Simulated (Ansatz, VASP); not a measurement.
# LaBi: VASP beside Ansatz

Wanted: the spread between two codes on one cell, functional and k mesh. The cell comes out of the VASP series on this material, whose earlier steps may have relaxed, scaled or displaced it; both programs get it as it stands.

Main program and level: Ansatz 0.2.0; plane waves, with VASP 6.6.1 beside it; band structure at r2SCAN with rVV10 and band structure at r2SCAN with rVV10, spin-orbit coupling.

## 1. Set-up

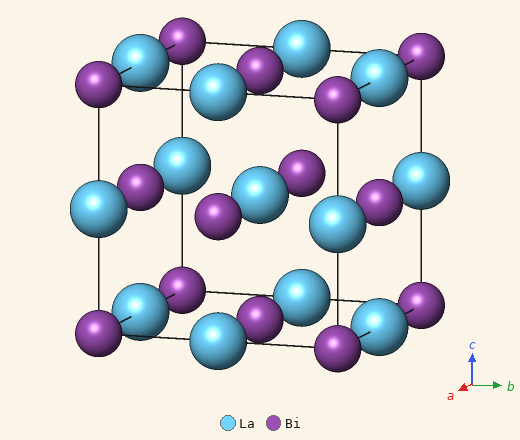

Start, viewed slightly off an axis; lanthanum blue, bismuth purple. This picture shows the conventional cell, with its axes. Some periodic images of atoms are drawn too.

Structure file:

```xyz
2
Lattice="0.0000 3.3143 3.3143 3.3143 0.0000 3.3143 3.3143 3.3143 0.0000" Properties=species:S:1:pos:R:3 pbc="T T T"
La    3.3143    3.3143    3.3143
Bi    0.0000    0.0000    0.0000
```

## 2. VASP: band structure, r2SCAN with rVV10

The same path points are solved in both programs, so levels can be compared one by one.

Lines of VASP's logs that name or quote its potential files are left out, and so is its time.

Input file INCAR:

```
SYSTEM = LaBi
PREC = Accurate
ENCUT = 400
EDIFF = 1E-06
NELM = 100
ISMEAR = 1
SIGMA = 0.2
LREAL = .FALSE.
ALGO = Normal
METAGGA = R2SCAN
LUSE_VDW = .TRUE.
IVDW_NL = 2
BPARAM = 11.95
CPARAM = 0.0093
LASPH = .TRUE.
NBANDS = 25
LORBIT = 11
LWAVE = .FALSE.
LCHARG = .FALSE.
KPAR = 2
```

Input file POSCAR:

```
LaBi
1.0
    0.0000000000      3.3142793947      3.3142793947
    3.3142793947      0.0000000000      3.3142793947
    3.3142793947      3.3142793947      0.0000000000
La Bi
1 1
Direct
    0.5000000000      0.5000000000      0.5000000000
    0.0000000000      0.0000000000      0.0000000000
```

Input file KPOINTS:

```
Automatic mesh
0
Gamma
6 6 6
0 0 0
```

Input file KPOINTS_OPT:

```
Line mode
16
Line-mode
Reciprocal
  0.00000000   0.00000000   0.00000000 GAMMA
  0.50000000   0.00000000   0.50000000 X

  0.50000000   0.00000000   0.50000000 X
  0.50000000   0.25000000   0.75000000 W

  0.50000000   0.25000000   0.75000000 W
  0.37500000   0.37500000   0.75000000 K

  0.37500000   0.37500000   0.75000000 K
  0.00000000   0.00000000   0.00000000 GAMMA

  0.00000000   0.00000000   0.00000000 GAMMA
  0.50000000   0.50000000   0.50000000 L

  0.50000000   0.50000000   0.50000000 L
  0.62500000   0.25000000   0.62500000 U

  0.62500000   0.25000000   0.62500000 U
  0.50000000   0.25000000   0.75000000 W

  0.50000000   0.25000000   0.75000000 W
  0.50000000   0.50000000   0.50000000 L

  0.50000000   0.50000000   0.50000000 L
  0.37500000   0.37500000   0.75000000 K

  0.62500000   0.25000000   0.62500000 U
  0.50000000   0.00000000   0.50000000 X
```

PAW data sets: La and Bi_d (PBE family, release 64).

Launch:

```sh
> mpirun -np 2 vasp_std
```

Numbers of over 12 decimals in the logs are rounded to 6 here.

The log of the run:

```text
[banner, memory and clock lines left out]
running    2 mpi-ranks, on    1 nodes
 distrk:  each k-point on    1 cores,    2 groups
 distr:  one band on    1 cores,    1 groups

 POSCAR found type information on POSCAR LaBi
 POSCAR found :  2 types and       2 ions
|                                                                             |
|               ----> ADVICE to this user running VASP <----                  |
|                                                                             |
|     You have switched on vdW-DFT.                                           |
|     This routine was written and supplied by Jiri Klimes. We recommend      |
|     that you carefully read and cite the following publications:            |
|       J. Klimes, D.R. Bowler, A. Michelides                                 |
|          J. Phys.: Cond Matt. 22 022201 (2010)                              |
|       J. Klimes, D.R. Bowler, A. Michelides                                 |
|          Phys. Rev. B. 83, 195131 (2011)                                    |
|     and references therein.                                                 |
|                                                                             |

|                                                                             |
|               ----> ADVICE to this user running VASP <----                  |
|                                                                             |
|     You enforced a specific xc type in the INCAR file but a different       |
|     [... a line on the potential file left out ...]
|     I HOPE YOU KNOW WHAT YOU ARE DOING!                                     |
|                                                                             |

 LDA part: xc-table for (None), standard interpolation
 POSCAR, INCAR and KPOINTS ok, starting setup
 FFT: planning ... GRIDC
 FFT: planning ... GRID_SOFT
 FFT: planning ... GRID
 WAVECAR not read
 entering main loop
       N       E                     dE             d eps       ncg     rms          rms(c)
Total rVV10 correction in eV:      0.5909546    27.5306049
Total rVV10 correction in eV:      0.5909546    27.5306049
DAV:   1     0.170773741783E+03    0.17077E+03   -0.97919E+03   824   0.119E+03
DAV:   2    -0.655110677014E+02   -0.23628E+03   -0.22009E+03   864   0.289E+02
DAV:   3    -0.941393212620E+02   -0.28628E+02   -0.27937E+02   966   0.121E+02
DAV:   4    -0.967255734014E+02   -0.25863E+01   -0.25688E+01  1482   0.309E+01
DAV:   5    -0.967919097444E+02   -0.66336E-01   -0.66290E-01  1107   0.364E+00    0.339E+00
Total rVV10 correction in eV:      0.5944302    27.5306052
Total rVV10 correction in eV:      0.5944302    27.5306052
DAV:   6    -0.902243138056E+02    0.65676E+01   -0.18114E+00  1320   0.121E+01    0.186E+00
Total rVV10 correction in eV:      0.6029081    27.5306052
Total rVV10 correction in eV:      0.6029081    27.5306052
DAV:   7    -0.902454077264E+02   -0.21094E-01   -0.26523E-01  1432   0.295E+00    0.999E-01
Total rVV10 correction in eV:      0.6089959    27.5306085
Total rVV10 correction in eV:      0.6089959    27.5306085
DAV:   8    -0.902609390721E+02   -0.15531E-01   -0.30699E-02  1268   0.104E+00    0.399E-01
Total rVV10 correction in eV:      0.6118519    27.5307546
Total rVV10 correction in eV:      0.6118519    27.5307546
DAV:   9    -0.902652571347E+02   -0.43181E-02   -0.16473E-02  1349   0.125E+00    0.122E-01
Total rVV10 correction in eV:      0.6120531    27.5307876
Total rVV10 correction in eV:      0.6120531    27.5307876
DAV:  10    -0.902654076565E+02   -0.15052E-03   -0.88230E-04  1387   0.170E-01    0.981E-02
Total rVV10 correction in eV:      0.6120746    27.5308379
Total rVV10 correction in eV:      0.6120746    27.5308379
DAV:  11    -0.902653742953E+02    0.33361E-04   -0.78489E-04  1133   0.281E-01    0.464E-02
Total rVV10 correction in eV:      0.6121758    27.5308645
Total rVV10 correction in eV:      0.6121758    27.5308645
DAV:  12    -0.902654602663E+02   -0.85971E-04   -0.10808E-04  1194   0.580E-02    0.320E-02
Total rVV10 correction in eV:      0.6122250    27.5308739
Total rVV10 correction in eV:      0.6122250    27.5308739
DAV:  13    -0.902654874047E+02   -0.27138E-04   -0.20220E-05  1378   0.223E-02    0.206E-02
Total rVV10 correction in eV:      0.6122823    27.5308943
Total rVV10 correction in eV:      0.6122823    27.5308943
DAV:  14    -0.902655341366E+02   -0.46732E-04   -0.38223E-05  1182   0.331E-02    0.399E-03
Total rVV10 correction in eV:      0.6122874    27.5308983
Total rVV10 correction in eV:      0.6122874    27.5308983
DAV:  15    -0.902655424822E+02   -0.83456E-05   -0.59238E-06  1445   0.822E-03    0.279E-03
Total rVV10 correction in eV:      0.6122883    27.5309018
Total rVV10 correction in eV:      0.6122883    27.5309018
DAV:  16    -0.902655483883E+02   -0.59061E-05   -0.14013E-06   899   0.556E-03    0.998E-04
Total rVV10 correction in eV:      0.6122923    27.5309033
Total rVV10 correction in eV:      0.6122923    27.5309033
DAV:  17    -0.902655511391E+02   -0.27508E-05   -0.21851E-07   512   0.326E-03    0.328E-04
Total rVV10 correction in eV:      0.6122913    27.5309029
Total rVV10 correction in eV:      0.6122913    27.5309029
DAV:  18    -0.902655503942E+02    0.74487E-06   -0.89745E-08   461   0.259E-03
Total rVV10 correction in eV:      0.6122920    27.5309031
Total rVV10 correction in eV:      0.6122920    27.5309031
Total rVV10 correction in eV:      0.6122920    27.5309032
Total rVV10 correction in eV:      0.6122920    27.5309032
   1 F= -.90265550E+02 E0= -.90266005E+02  d E =0.136313E-02
 Start KPOINTS_OPT (optional k-point list driver)
k-point batch [1-16\160]
       N       E                     dE             ncg
DAV:   1     0.309042424797E+03   -0.50267E+04      848
DAV:   2    -0.343091057670E+04   -0.37400E+04      833
DAV:   3    -0.388435069602E+04   -0.45344E+03      952
DAV:   4    -0.391958863767E+04   -0.35238E+02     1369
DAV:   5    -0.392097725054E+04   -0.13886E+01     1209
DAV:   6    -0.392109610944E+04   -0.11886E+00     1382
DAV:   7    -0.392109845366E+04   -0.23442E-02     1154
DAV:   8    -0.392109862005E+04   -0.16638E-03     1363
DAV:   9    -0.392109862364E+04   -0.35920E-05     1045
DAV:  10    -0.392109862378E+04   -0.14395E-06      652
[...]
k-point batch [145-160\160]
       N       E                     dE             ncg
DAV:   1     0.195179400183E+03   -0.11296E+05      840
DAV:   2    -0.348915546751E+04   -0.36843E+04      872
DAV:   3    -0.393309028732E+04   -0.44393E+03      993
DAV:   4    -0.396707907208E+04   -0.33989E+02     1332
DAV:   5    -0.396845697881E+04   -0.13779E+01     1236
DAV:   6    -0.396857105166E+04   -0.11407E+00     1343
DAV:   7    -0.396857348972E+04   -0.24381E-02     1247
DAV:   8    -0.396857366550E+04   -0.17578E-03     1342
DAV:   9    -0.396857367000E+04   -0.44970E-05     1118
DAV:  10    -0.396857367021E+04   -0.21443E-06      691
```

Parts of OUTCAR (step 2):

```text
ion  position               nearest neighbor table
   1  0.500  0.500  0.500-   2 3.31   2 3.31   2 3.31   2 3.31   2 3.31   2 3.31
   2  0.000  0.000  0.000-   1 3.31   1 3.31   1 3.31   1 3.31   1 3.31   1 3.31

  LATTYP: Found a face centered cubic cell.
 ALAT       =     6.6285587894

 Subroutine GETGRP returns: Found 48 space group operations
 (whereof 48 operations were pure point group operations)

The static configuration has the point symmetry O_h .

 Found     16 irreducible k-points:

   k-points           NKPTS =     16   k-points in BZ     NKDIM =     16   number of bands    NBANDS=     25

   dimension x,y,z NGX =    32 NGY =   32 NGZ =   32
   dimension x,y,z NGXF=    64 NGYF=   64 NGZF=   64

   ENCUT  =  400.0 eV  29.40 Ry    5.42 a.u.   7.64  7.64  7.64*2*pi/ulx,y,z

   NELECT =      26.0000    total number of electrons

 k-points in reciprocal lattice and weights: Automatic mesh
   0.00000000  0.00000000  0.00000000       0.005
   0.16666667  0.00000000  0.00000000       0.037
   0.33333333  0.00000000  0.00000000       0.037
   0.50000000  0.00000000  0.00000000       0.019
   0.16666667  0.16666667  0.00000000       0.028
   0.33333333  0.16666667  0.00000000       0.111
   0.50000000  0.16666667  0.00000000       0.111
  -0.33333333  0.16666667  0.00000000       0.111
  -0.16666667  0.16666667  0.00000000       0.056
[...]
-0.33333333  0.33333333  0.16666667       0.111
  -0.33333333  0.50000000  0.16666667       0.056

 average (electrostatic) potential at core
       1-103.4768       2-109.4808

 E-fermi :   6.7052

 k-point     1 :       0.0000    0.0000    0.0000
  band No.  band energies     occupation
    ...
      6     -15.4724      2.00000
      7     -10.5359      2.00000
      8     -10.5359      2.00000
      9     -10.5359      2.00000
     10      -4.1826      2.00000
     11       6.8547      0.04954
     12       6.8547      0.04954
     13       6.8547      0.04954
     14       8.0776     -0.00000
     15       8.0776     -0.00000
    ...

 k-point     2 :       0.1667    0.0000    0.0000
  band No.  band energies     occupation
    ...
      9     -10.5260      2.00000
     10      -3.9440      2.00000
     11       5.5109      2.00000
     12       6.0883      2.00012
     13       6.0883      2.00012
     14       8.1421     -0.00000
     15       8.3488     -0.00000
     16       8.3488     -0.00000
     17       8.9275     -0.00000
     18       8.9585     -0.00000
    ...

 k-point     3 :       0.3333    0.0000    0.0000
  band No.  band energies     occupation
    ...
      9     -10.5059      2.00000
     10      -3.4349      2.00000
     11       3.9306      2.00000
     12       5.2188      2.00000
     13       5.2188      2.00000
     14       8.3854     -0.00000
     15       8.7596     -0.00000
     16       8.7596     -0.00000
     17       9.0212     -0.00000
     18       9.0212     -0.00000
    ...

  Total       -0.0045833     -0.0045833     -0.0045833      0.0000000      0.0000000     -0.0000000
  in kB       -0.1008546     -0.1008546     -0.1008546      0.0000000      0.0000000     -0.0000000
  external PRESSURE =      -0.1008546 kB  Pullay stress =       0.0000000 kB

  energy-cutoff  :      400.00
  volume of cell :       72.81
      direct lattice vectors                 reciprocal lattice vectors
     0.000000000  3.314279395  3.314279395    -0.150862357  0.150862357  0.150862357
     3.314279395  0.000000000  3.314279395     0.150862357 -0.150862357  0.150862357
     3.314279395  3.314279395  0.000000000     0.150862357  0.150862357 -0.150862357

 POSITION                                       TOTAL-FORCE (eV/Angst)
 -----------------------------------------------------------------------------------
      3.31428      3.31428      3.31428         0.000000      0.000000      0.000000
      0.00000      0.00000      0.00000        -0.000000     -0.000000      0.000000
 -----------------------------------------------------------------------------------
    total drift:                                0.000000      0.000000      0.000000

  FREE ENERGIE OF THE ION-ELECTRON SYSTEM (eV)
  ---------------------------------------------------
  free  energy   TOTEN  =       -90.2655503942 eV

  energy  without entropy=      -90.2669135274  energy(sigma->0) =      -90.26600477

 total charge
# of ion       s       p       d       f       tot
--------------------------------------------------
    1        1.987   5.672   0.642   0.112   8.414
    2        1.392   1.782   9.859   0.000  13.034
--------------------------------------------------
tot          3.380   7.454  10.501   0.112  21.447

[... 3 further parts left out ...]
```

The run ends at a pressure of -0.01 GPa.

(Continued in part 2 of 2.)

[Lines on the potential files, build, host, timing and source positions are cut from VASP's logs without a mark.]

[Logs are printed without paths, hosts, clocks, repeated set-up lines and the standing remarks that a program may print on its own settings, such as how far it seeks lower states.]

[Hosts, paths, dates, database ids (printed as entryN), source tags and the programs' standing remarks are cut or masked in the printed files.]
